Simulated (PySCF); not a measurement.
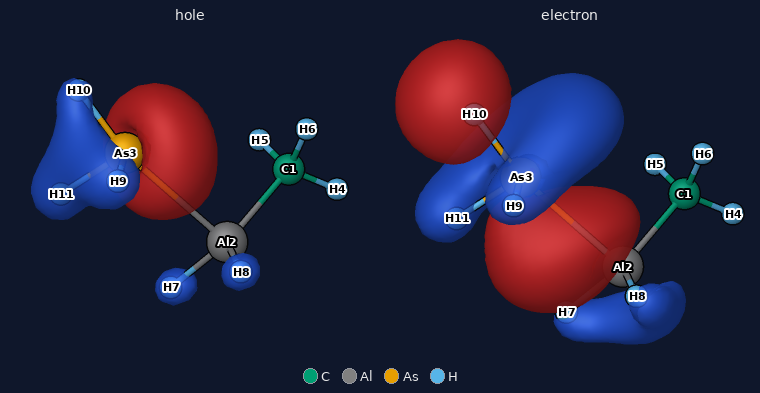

Figure. CH$_{8}$AlAs, SMILES `[CH3][AlH2-][AsH3+]`. Leading natural transition orbital pair of S₃ (TDHF singlet states); the surfaces enclose about 70 % of each orbital's density.

Computed with PySCF, HF/def2-SVPD, geometry: GFN2-xTB. No frequency check shows the geometry to be a minimum. GFN2-xTB bond lengths at metals and heavier atoms can be off by up to 0.1 Å and shapes distorted, which carries into these values.

Q: What kind of excitation is it, and where does it lie?

A: 7.32 eV (169 nm), f = 0.287 (bright), n → σ*; the leading pair carries 93 %; hole on As3 (60 %), Al2 (12 %) and H9 and H11 (6 % each), electron on As3 (45 %), Al2 (24 %) and H10 (15 %); their centroids lie 0.0 Å apart. In canonical orbitals it is mainly HOMO−2 → LUMO (54 %). The HOMO–LUMO gap is 12.25 eV.

Run time: 9.5 min on 1 thread of Arm Neoverse V1, on a shared host, peak memory 0.46 GiB.
